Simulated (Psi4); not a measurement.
**SiPH$_{5}$O$_{2}$: single-point calculation (part 1 of 2)**

The run: single-point calculation of SiPH$_{5}$O$_{2}$, multiplicity 3, SMILES O[SiH2]OP. Method and program: CCSD(T)/6-31G*, UHF (Psi4 1.11).

The geometry is that of the parent species in another charge or spin state. The geometry comes from this level: PBE0-D4/def2-TZVP.

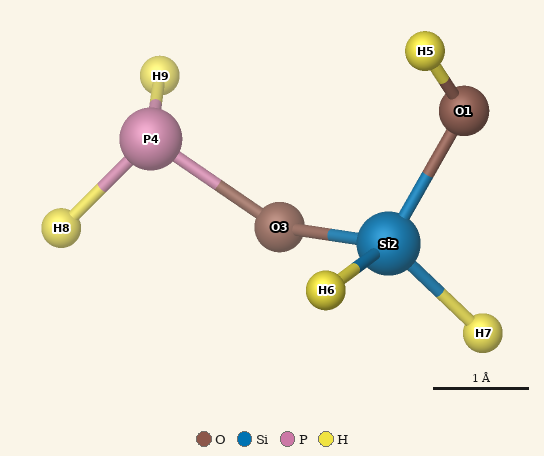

*The input geometry (ball-and-stick view, seen at a tilt; atoms are numbered from 1 in the order of the input).*

Bond lengths as drawn: H–O 0.96 Å, H–P 1.42 Å, H–Si 1.47 to 1.49 Å, O–P 1.65 Å and O–Si 1.64 to 1.65 Å.

**Key numbers**

| quantity | value |
| --- | --- |
| outcome | converged |
| total energy | −782.749810 hartree |
| SCF energy | −782.175857 hartree |
| MP2 energy | −782.700591 hartree |
| CCSD energy | −782.736817 hartree |
| correlation energy | −0.573953 hartree |
| (T) correction | −0.012993 hartree |
| basis functions | 74 |
| T1 diagnostic | 0.026 |
| ⟨S²⟩ | 2.010 |
| hardware | 1 thread of Intel Xeon @ 2.50GHz (Skylake/Cascade Lake), 32 GiB of memory available, shared host |
| wall time | 94 s |
| peak memory | 0.4 GiB |

**Input file (input.json)**
```
{
  "schema_name": "qcschema_input",
  "schema_version": 1,
  "molecule": {
    "schema_name": "qcschema_molecule",
    "schema_version": 2,
    "symbols": ["O", "Si", "O", "P", "H", "H", "H", "H", "H"],
    "geometry": [-0.58184667, 2.1624136, -3.10463105, 1.54522905, 1.06202608, -1.14592992, 0.57145318, -1.4703959, 0.38134673, -1.78049995, -1.57773234, 2.4143141, -1.88726948, 3.22557352, -2.43888054, 2.2121134, 3.03357735, 0.73944983, 3.71236697, 0.23338118, -2.6854898, -0.57806722, -3.00636529, 4.35128337, -3.04623851, -3.74978355, 1.45622295],
    "molecular_charge": 0,
    "molecular_multiplicity": 3,
    "fix_symmetry": "c1",
    "fix_com": true,
    "fix_orientation": true
  },
  "driver": "energy",
  "model": {
    "method": "ccsd(t)",
    "basis": "6-31G*"
  },
  "keywords": {
    "reference": "uhf",
    "puream": true,
    "e_convergence": 1e-09,
    "d_convergence": 1e-08,
    "scf_type": "pk",
    "num_frozen_docc": 12,
    "maxiter": 100
  }
}
```

Run as:
```bash
psi4 --qcschema input.json -n 1 --memory 2200MB
```

**What the program printed**
```
Psi4 1.11 release

   => Loading Basis Set <=

    Name: 6-31G*
    Role: ORBITAL
    Keyword: BASIS

         ---------------------------------------------------------
                                   SCF
                              UHF Reference
                        1 Threads,   2098 MiB Core
         ---------------------------------------------------------

  ==> Geometry <==

    Molecular point group: c1
    Full point group: C1

    Geometry (in Bohr), charge = 0, multiplicity = 3:

       Center              X                  Y                   Z               Mass
    ------------   -----------------  -----------------  -----------------  -----------------
         O           -0.581846670000     2.162413600000    -3.104631050000    15.994914619570
         SI           1.545229050000     1.062026080000    -1.145929920000    27.976926534650
         O            0.571453180000    -1.470395900000     0.381346730000    15.994914619570
         P           -1.780499950000    -1.577732340000     2.414314100000    30.973761998420
         H           -1.887269480000     3.225573520000    -2.438880540000     1.007825032230
         H            2.212113400000     3.033577350000     0.739449830000     1.007825032230
         H            3.712366970000     0.233381180000    -2.685489800000     1.007825032230
         H           -0.578067220000    -3.006365290000     4.351283370000     1.007825032230
         H           -3.046238510000    -3.749783550000     1.456222950000     1.007825032230

  Running in c1 symmetry.

  Rotational constants: A =      0.36843  B =      0.08070  C =      0.07116 [cm^-1]
  Rotational constants: A =  11045.33244  B =   2419.23125  C =   2133.39782 [MHz]
  Nuclear repulsion =  233.152845786720434

  Charge       = 0
  Multiplicity = 3
  Electrons    = 50
  Nalpha       = 26
  Nbeta        = 24

  ==> Algorithm <==

  SCF Algorithm Type is PK.
  DIIS enabled.
  MOM disabled.
  Fractional occupation disabled.
  Guess Type is SAD.
  Energy threshold   = 1.00e-09
  Density threshold  = 1.00e-08
  Integral threshold = 1.00e-12

  ==> Primary Basis <==

  Basis Set: 6-31G*
    Blend: 6-31G*
    Number of shells: 38
    Number of basis functions: 74
    Number of Cartesian functions: 78
    Spherical Harmonics?: true
    Max angular momentum: 2

  ==> Integral Setup <==

  Using in-core PK algorithm.
   Calculation information:
      Number of atoms:                   9
      Number of AO shells:              38
      Number of primitives:            104
      Number of atomic orbitals:        78
      Number of basis functions:        74

      Integral cutoff                 1.00e-12
      Number of threads:                 1

  Performing in-core PK
  Using 7703400 doubles for integral storage.
  We computed 243099 shell quartets total.
  Whereas there are 274911 unique shell quartets.

  ==> DiskJK: Disk-Based J/K Matrices <==

    J tasked:                  Yes
    K tasked:                  Yes
    wK tasked:                  No
    Memory [MiB]:             1573
    Schwarz Cutoff:          1E-12

  Minimum eigenvalue in the overlap matrix is 1.3935263804E-02.
  Reciprocal condition number of the overlap matrix is 3.3228893845E-03.
    Using symmetric orthogonalization.

  ==> Pre-Iterations <==

  SCF Guess: Superposition of Atomic Densities via on-the-fly atomic UHF (no occupation information).

   -------------------------
    Irrep   Nso     Nmo
   -------------------------
     A         74      74
   -------------------------
    Total      74      74
   -------------------------

  ==> Iterations <==

                        Total Energy        Delta E     RMS |[F,P]|

   @UHF iter SAD:  -781.44702158923258   -7.81447e+02   0.00000e+00
   @UHF iter   1:  -781.98887974412946   -5.41858e-01   7.93003e-03 DIIS/ADIIS
   @UHF iter   2:  -782.10441384159162   -1.15534e-01   5.50750e-03 DIIS/ADIIS
   @UHF iter   3:  -782.17002230175149   -6.56085e-02   8.29573e-04 DIIS/ADIIS
   @UHF iter   4:  -782.17467884342807   -4.65654e-03   3.45408e-04 DIIS/ADIIS
   @UHF iter   5:  -782.17551847088384   -8.39627e-04   1.56600e-04 DIIS/ADIIS
   @UHF iter   6:  -782.17579896623408   -2.80495e-04   6.01486e-05 DIIS
   @UHF iter   7:  -782.17584665856896   -4.76923e-05   2.44136e-05 DIIS
   @UHF iter   8:  -782.17585442948405   -7.77092e-06   1.03589e-05 DIIS
   @UHF iter   9:  -782.17585604148144   -1.61200e-06   4.94376e-06 DIIS
   @UHF iter  10:  -782.17585647628039   -4.34799e-07   1.75912e-06 DIIS
   @UHF iter  11:  -782.17585652974321   -5.34628e-08   5.96514e-07 DIIS
   @UHF iter  12:  -782.17585653623291   -6.48970e-09   2.69228e-07 DIIS
   @UHF iter  13:  -782.17585653807839   -1.84548e-09   1.61882e-07 DIIS
   @UHF iter  14:  -782.17585653912806   -1.04967e-09   1.16163e-07 DIIS
   @UHF iter  15:  -782.17585653993956   -8.11497e-10   8.18419e-08 DIIS
   @UHF iter  16:  -782.17585654053812   -5.98561e-10   4.66438e-08 DIIS
   @UHF iter  17:  -782.17585654068023   -1.42109e-10   2.87258e-08 DIIS
   @UHF iter  18:  -782.17585654072525   -4.50200e-11   1.67926e-08 DIIS
   @UHF iter  19:  -782.17585654073639   -1.11413e-11   7.86996e-09 DIIS
  Energy and wave function converged.

  ==> Post-Iterations <==

   @Spin Contamination Metric:   1.036790392E-02
   @S^2 Expected:                2.000000000E+00
   @S^2 Observed:                2.010367904E+00
   @S   Expected:                1.000000000E+00
   @S   Observed:                1.000000000E+00

    Orbital Energies [Eh]
    ---------------------

    Alpha Occupied:

       1A    -80.023762     2A    -68.811366     3A    -20.576009
       4A    -20.565495     5A     -7.568235     6A     -6.164057
       7A     -5.469959     8A     -5.464470     9A     -5.459628
      10A     -4.271415    11A     -4.270515    12A     -4.269821
      13A     -1.386913    14A     -1.345958    15A     -0.903091
      16A     -0.761809    17A     -0.685118    18A     -0.657891
      19A     -0.623830    20A     -0.591358    21A     -0.550551
      22A     -0.514924    23A     -0.492161    24A     -0.474851
      25A     -0.457941    26A     -0.194015

    Alpha Virtual:

      27A      0.131282    28A      0.162978    29A      0.192913
      30A      0.233085    31A      0.257081    32A      0.284168
      33A      0.317477    34A      0.339177    35A      0.395609
      36A      0.415660    37A      0.426575    38A      0.501753
      39A      0.520039    40A      0.535049    41A      0.561712
      42A      0.778567    43A      0.800895    44A      0.829942
      45A      0.846593    46A      0.871679    47A      0.880348
      48A      0.910971    49A      0.989372    50A      1.057820
      51A      1.123519    52A      1.232694    53A      1.260078
      54A      1.321576    55A      1.329267    56A      1.353057
      57A      1.397097    58A      1.408245    59A      1.437351
      60A      1.464533    61A      1.507816    62A      1.641024
      63A      1.757150    64A      1.853963    65A      2.037119
      66A      2.094162    67A      2.151053    68A      2.177238
      69A      2.233530    70A      2.417105    71A      2.756106
      72A      2.848219    73A      2.897775    74A      2.989227

    Beta Occupied:

       1A    -80.013269     2A    -68.811347     3A    -20.565213
       4A    -20.557618     5A     -7.553628     6A     -6.164041
       7A     -5.452428     8A     -5.445678     9A     -5.443186
      10A     -4.271389    11A     -4.270496    12A     -4.269778
      13A     -1.352990    14A     -1.324649    15A     -0.834205
      16A     -0.744697    17A     -0.652202    18A     -0.602049
      19A     -0.593348    20A     -0.560012    21A     -0.531131
      22A     -0.506790    23A     -0.471653    24A     -0.450112

    Beta Virtual:

      25A     -0.013288    26A      0.164509    27A      0.167097
      28A      0.192620    29A      0.220917    30A      0.247344
      31A      0.267751    32A      0.296261    33A      0.321926
      34A      0.355289    35A      0.404882    36A      0.442226
      37A      0.464640    38A      0.540216    39A      0.553486
      40A      0.556142    41A      0.600927    42A      0.795809
      43A      0.830105    44A      0.867536    45A      0.894222
      46A      0.904290    47A      0.927140    48A      0.940206
      49A      1.005792    50A      1.112820    51A      1.125955
      52A      1.236336    53A      1.264864    54A      1.337112
      55A      1.352572    56A      1.365760    57A      1.413231
      58A      1.433334    59A      1.454934    60A      1.477672
      61A      1.511422    62A      1.657345    63A      1.765698
      64A      1.869726    65A      2.038185    66A      2.103286
      67A      2.152382    68A      2.198549    69A      2.253253
      70A      2.422000    71A      2.757745    72A      2.870230
      73A      2.909593    74A      2.993501

    Final Occupation by Irrep:
              A
    DOCC [    24 ]
    SOCC [     2 ]
    NA   [    26 ]
    NB   [    24 ]

  @UHF Final Energy:  -782.17585654073639

   => Energetics <=

    Nuclear Repulsion Energy =            233.1528457867204338
    One-Electron Energy =               -1546.6603542749428470
    Two-Electron Energy =                 531.3316519474859660
    Total Energy =                       -782.1758565407363903

  UHF NO Occupations:
  HONO-2 :   24  A 1.9970169
  HONO-1 :   25  A 1.0000000
  HONO-0 :   26  A 1.0000000
  LUNO+0 :   27  A 0.0029831
  LUNO+1 :   28  A 0.0010792
  LUNO+2 :   29  A 0.0008034
  LUNO+3 :   30  A 0.0001188

Computation Completed

Properties will be evaluated at   0.000000,   0.000000,   0.000000 [a0]

Properties computed using the SCF density matrix

 Multipole Moments:

 ------------------------------------------------------------------------------------
     Multipole            Electronic (a.u.)      Nuclear  (a.u.)        Total (a.u.)
 ------------------------------------------------------------------------------------

 L = 1.  Multiply by 2.5417464519 to convert [e a0] to [Debye]
 Dipole X            :          4.3761421           -4.7445353           -0.3683933
 Dipole Y            :          4.0877081           -3.5250952            0.5626130
 Dipole Z            :          0.6734756           -0.1919961            0.4814795
 Magnitude           :                                                    0.8270849

 ------------------------------------------------------------------------------------

	total time  =          3 seconds =       0.05 minutes
 MINTS: Wrapper to libmints.

   Calculation information:
      Number of threads:                 1
      Number of atoms:                   9
      Number of AO shells:              38
      Number of SO shells:              38
      Number of primitives:            104
      Number of atomic orbitals:        78
      Number of basis functions:        74

      Number of irreps:                  1
      Integral cutoff                 1.00e-12
      Number of functions per irrep: [  74 ]

 OEINTS: Overlap, kinetic, potential, dipole, and quadrupole integrals
         stored in file 35.

      Computing two-electron integrals...done
      Computed 3529332 non-zero two-electron integrals.
        Stored in file 33.

	Wfn Parameters:
	--------------------
	Wavefunction         = CCSD_T
	Number of irreps     = 1
	Number of MOs        = 74
	Number of active MOs = 62
	AO-Basis             = NONE
	Semicanonical        = false
	Reference            = UHF
	Print Level          = 1
```
